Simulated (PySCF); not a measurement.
# One shape, several levels: SiHCl3O (SMILES O[Si](Cl)(Cl)Cl)

We compute a comparison of 6 runs (HF/STO-3G, HF/def2-SVP, TPSSh/3-21G, PBE0/def2-SVP, B3LYP/6-31G*, CCSD/6-311G**) of SiHCl3O. Input form: a Python script.

The calculation is run with PySCF 2.14.0.

## Step 1: The structure to begin with

SiHCl3O: 6 atoms, total charge 0, spin state singlet. As SMILES, `O[Si](Cl)(Cl)Cl`. The shape is that of a PBE0-D4/def2-TZVP optimisation.

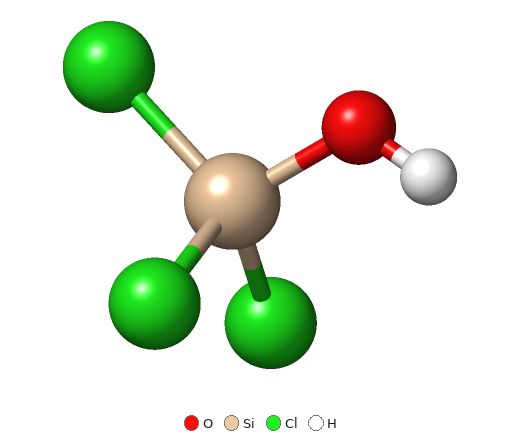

The structure, seen from a chosen angle (oxygen red, silicon light orange, chlorine green, hydrogen white).

## Step 2: Energy and forces at HF/STO-3G (run 1)

input.py

```python
import pyscf.grad
from pyscf import gto

molecule = gto.M(
    atom=[
    ('O', (-0.778500, 0.456100, 0.986200)),
    ('Si', (0.185900, 0.049000, -0.245600)),
    ('Cl', (1.819700, -0.969100, 0.401800)),
    ('Cl', (-0.787000, -1.126700, -1.586000)),
    ('Cl', (0.754300, 1.771600, -1.126800)),
    ('H', (-1.152300, -0.245000, 1.524300)),
],
    verbose=4,
    basis='sto-3g',
    max_memory=1860,
)

mf = molecule.RHF()
mf.conv_tol = 1e-10
mf.kernel()
if not mf.converged:
    mf = mf.newton().run(mf.mo_coeff, mf.mo_occ)

etot = mf.e_tot
print('Final energy', etot)
grad = mf.Gradients().kernel()
mf.analyze()
```

Run with:

```sh
$ OMP_NUM_THREADS=1 python input.py
```

The log of the run:

```text
PySCF version 2.14.0

[... 75 lines left out ...]
One-electron Energy =                -3286.271726034629864
[... 10 lines left out ...]
MO #6   energy= -10.3990907213668  occ= 2
[... 8 lines left out ...]
MO #15  energy= -7.8294180910304   occ= 2
[... 8 lines left out ...]
MO #24  energy= -1.04647061157493  occ= 2
[... 8 lines left out ...]
MO #33  energy= -0.43196278175711  occ= 2
[... 8 lines left out ...]
MO #42  energy= 0.666537980580728  occ= 0
[... 51 lines left out ...]
Dipole moment(X, Y, Z, Debye): -1.50774, -0.64393,  2.01696
```

Run time: 2 s. Hardware: 1 thread of Intel Xeon Platinum 8488C (Sapphire Rapids), shared host; peak memory 0.12 GiB.

## Step 3: Energy and gradient at HF/def2-SVP (run 2)

input.py

```python
import pyscf.grad
from pyscf import gto

system = gto.M(
    atom=[
    ('O', (-0.778500, 0.456100, 0.986200)),
    ('Si', (0.185900, 0.049000, -0.245600)),
    ('Cl', (1.819700, -0.969100, 0.401800)),
    ('Cl', (-0.787000, -1.126700, -1.586000)),
    ('Cl', (0.754300, 1.771600, -1.126800)),
    ('H', (-1.152300, -0.245000, 1.524300)),
],
    verbose=4,
    max_memory=1860,
    basis='def2-svp',
)

calc0 = system.RHF()
calc0.conv_tol = 1e-10
calc0.kernel()
if not calc0.converged:
    calc0 = calc0.newton().run(calc0.mo_coeff, calc0.mo_occ)

etot = calc0.e_tot
print('Final energy', etot)
grad = calc0.Gradients().kernel()
calc0.analyze()
```

Run with:

```sh
$ OMP_NUM_THREADS=1 python input.py
```

The log of the run:

```text
PySCF version 2.14.0

[... 88 lines left out ...]
MO #6   energy= -10.5755462146022  occ= 2
[... 16 lines left out ...]
MO #23  energy= -1.14841336260499  occ= 2
[... 16 lines left out ...]
MO #40  energy= 0.216517896215522  occ= 0
[... 16 lines left out ...]
MO #57  energy= 1.0045807194033    occ= 0
[... 16 lines left out ...]
MO #74  energy= 1.28440174225346   occ= 0
[... 16 lines left out ...]
MO #91  energy= 4.04729866269731   occ= 0
[... 100 lines left out ...]
Dipole moment(X, Y, Z, Debye): -0.90938, -1.12524,  1.26892
```

Run time: 5.7 s. Hardware: 1 thread of Intel Xeon Platinum 8488C (Sapphire Rapids), shared host; peak memory 0.18 GiB.

Run 3 isn't shown in full; the table further down has it.

## Step 4: Energy and forces at PBE0/def2-SVP (run 4)

calc.py

```python
from pyscf import gto, dft

system = gto.Mole()
system.atom = '''
O   -0.778500   0.456100   0.986200
Si   0.185900   0.049000  -0.245600
Cl   1.819700  -0.969100   0.401800
Cl  -0.787000  -1.126700  -1.586000
Cl   0.754300   1.771600  -1.126800
H   -1.152300  -0.245000   1.524300
'''
system.basis = 'def2-svp'
system.max_memory = 1860
system.spin = 0
system.verbose = 4
system.charge = 0
system.build()

ks = dft.RKS(system, xc='pbe0')
ks.grids.level = 5
ks.conv_tol = 1e-10
ks.kernel()
if not ks.converged:
    ks = ks.newton().run(ks.mo_coeff, ks.mo_occ)

energy = ks.e_tot
print('E = %.10f Eh' % energy)
grad = ks.nuc_grad_method().kernel()
ks.analyze()
```

Run with:

```sh
$ OMP_NUM_THREADS=1 python calc.py
```

The log of the run:

```text
PySCF version 2.14.0

[... 102 lines left out ...]
MO #6   energy= -9.54691919288211  occ= 2
[... 16 lines left out ...]
MO #23  energy= -0.89325590418047  occ= 2
[... 16 lines left out ...]
MO #40  energy= 0.0684152834768224 occ= 0
[... 16 lines left out ...]
MO #57  energy= 0.757808212376969  occ= 0
[... 16 lines left out ...]
MO #74  energy= 1.01971035443469   occ= 0
[... 16 lines left out ...]
MO #91  energy= 3.66285675575257   occ= 0
[... 100 lines left out ...]
Dipole moment(X, Y, Z, Debye): -0.90838, -0.98531,  1.25759
```

Wall time 21 s (1 thread of Intel Xeon Platinum 8488C (Sapphire Rapids), shared host); peak memory 0.89 GiB.

Run 5 isn't shown in full; the table further down has it.

## Step 5: The energy at CCSD/6-311G(d,p) (run 6)

job.py

```python
# O[Si](Cl)(Cl)Cl
from pyscf import gto, cc

system = gto.M(
    atom='''
O   -0.778500   0.456100   0.986200
Si   0.185900   0.049000  -0.245600
Cl   1.819700  -0.969100   0.401800
Cl  -0.787000  -1.126700  -1.586000
Cl   0.754300   1.771600  -1.126800
H   -1.152300  -0.245000   1.524300
''',
    verbose=4,
    basis='6-311g**',
    max_memory=1860,
    charge=0,
    spin=0,
)

myscf = system.RHF()
myscf.conv_tol = 1e-10
myscf.kernel()
if not myscf.converged:
    myscf = myscf.newton().run(myscf.mo_coeff, myscf.mo_occ)

mycc = cc.CCSD(myscf, frozen=21)
mycc.kernel()
energy = mycc.e_tot
print('E(%s) = %.9f' % ('CCSD', energy))
dip = myscf.dip_moment()
pop, q = myscf.mulliken_pop()
```

Run with:

```sh
$ OMP_NUM_THREADS=1 python job.py
```

The log of the run:

```text
PySCF version 2.14.0

[... 60 lines left out ...]
converged SCF energy = -1743.12907531885
[... 12 lines left out ...]
Init t2, MP2 energy = -1743.82217833187  E_corr(MP2) -0.693103013012209
[... 11 lines left out ...]
CCSD converged
[... 2 lines left out ...]
Dipole moment(X, Y, Z, Debye): -0.99882, -1.13909,  1.38684
[... 135 lines left out ...]
charge of    5H =      0.31794
```

Run time: 31 s. Hardware: 1 thread of Intel Xeon Platinum 8488C (Sapphire Rapids), shared host; peak memory 1.2 GiB.

## Step 6: The series

```tsv
run	level	integration grid	Cartesian functions	energy (Eh)	dipole moment (D) of the reference	HOMO energy (eV)	LUMO energy (eV)	wall time
1	HF/STO-3G	–	no	-1723.942284	2.60	-11.49	6.30	2 s
2	HF/def2-SVP	–	no	-1742.498842	1.92	-12.60	4.18	5.7 s
3	TPSSh/3-21G	5	no	-1737.510116	2.59	-9.03	-1.30	20 s
4	PBE0/def2-SVP	5	no	-1744.884673	1.84	-9.18	0.42	21 s
5	B3LYP/6-31G* (Cartesian functions)	5	yes	-1746.097217	1.99	-9.03	-0.32	31 s
6	CCSD/6-311G**	–	no	-1743.860210	2.05	-12.85	3.32	31 s
```

## Step 7: Results

| quantity | value |
| --- | --- |
| run 6: total energy | -1743.86021 Eh |
| run 6: dipole moment (Hartree–Fock density) | 2.05 D |
| run 6: HOMO energy (Hartree–Fock orbitals) | -12.85 eV |
| run 6: LUMO energy (Hartree–Fock orbitals) | 3.32 eV |
| run 6: HOMO–LUMO gap (Hartree–Fock orbitals) | 16.16 eV |
| run 6: correlation energy (21 core orbitals frozen) | -731.1 mEh |
| run 6: T1 diagnostic | 0.010 |

What this shows: Over runs 1, 2, 3, 4, 5 the dipole moment (its size) runs from 1.84 D (PBE0/def2-SVP) to 2.60 D (HF/STO-3G). The two ends differ in method and basis. Over runs 1, 2, 3, 4, 5 the HOMO–LUMO gap runs from 7.73 eV (TPSSh/3-21G) to 17.79 eV (HF/STO-3G). Totals of different functionals can't be ranked against each other. In run 1 the basis is minimal, so the values are rough. All runs together took 1.8 min, the longest 31 s.
